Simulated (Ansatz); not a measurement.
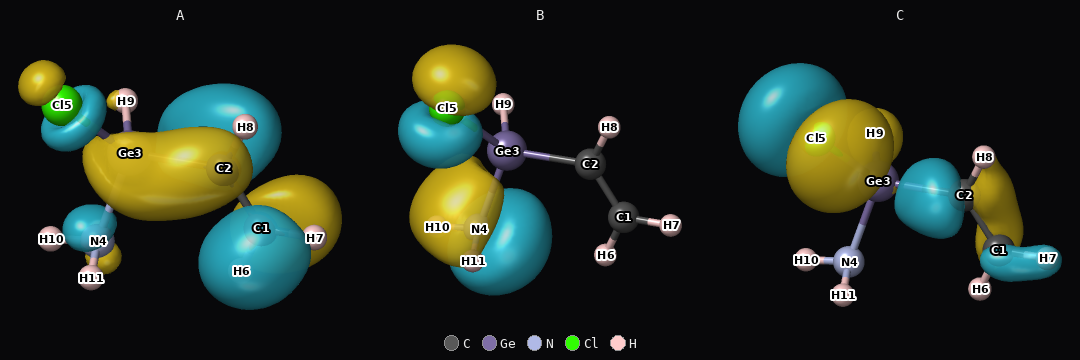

Figure. C2H6ClGeN. Three frontier orbitals at ±0.1 Å⁻³ᐟ² (yellow and cyan are the two phases), in no order.

The calculation used RKS BLYP-D4/def2-SVP (Ansatz 0.2.0).

Input

```
crystal:
  periodic: [false, false, false]
  atoms:
    - { symbol: C, position_ang: [-1.7228, 0.1364, -0.1963] }
    - { symbol: C, position_ang: [-0.9127, -0.5573, 0.4911] }
    - { symbol: Ge, position_ang: [0.8988, -0.0188, 0.6454] }
    - { symbol: "N", position_ang: [1.7873, 0.0777, -1.0349] }
    - { symbol: Cl, position_ang: [1.0392, 1.9174, 1.587] }
    - { symbol: H, position_ang: [-1.4524, 1.1123, -0.6983] }
    - { symbol: H, position_ang: [-2.78, -0.1286, -0.2911] }
    - { symbol: H, position_ang: [-1.2032, -1.4496, 0.9694] }
    - { symbol: H, position_ang: [1.6946, -1.0411, 1.5669] }
    - { symbol: H, position_ang: [2.59137, -0.59005, -0.89851] }
    - { symbol: H, position_ang: [2.23699, 1.04932, -0.97086] }
basis:
  gaussian: { orbitals: def2-SVP }
hamiltonian:
  xc: blyp
  dispersion: d4
relax:
  f_tol: 0.015
  max_steps: 40
output:
  orbitals: {}
```

Launched as:

```sh
ansatz run input.yaml --threads 2 --pin off --max-ram 3072MiB --backend cpu --events-out ev --progress --plain --runs-dir out
```

The fields are those of the relaxed geometry.

### Which picture is the HOMO−1, the HOMO and the LUMO?

C is the HOMO−1 (−6.53 eV). Its weight (Hirshfeld) is mainly on Cl5 (about 75 %), C2 (about 10 %) and Ge3 (about 5 %); largely a lone pair of Cl5. B is the HOMO (−5.97 eV). It lies mainly on N4 (about 65 %), Cl5 (about 20 %) and Ge3 (about 10 %). A is the LUMO (−1.40 eV). It lies mainly on C1 (about 35 %), C2 (about 30 %) and Ge3 (about 15 %); π-antibonding (π*) across C1–C2.

### What is the HOMO–LUMO gap?

4.57 eV between the orbital energies.
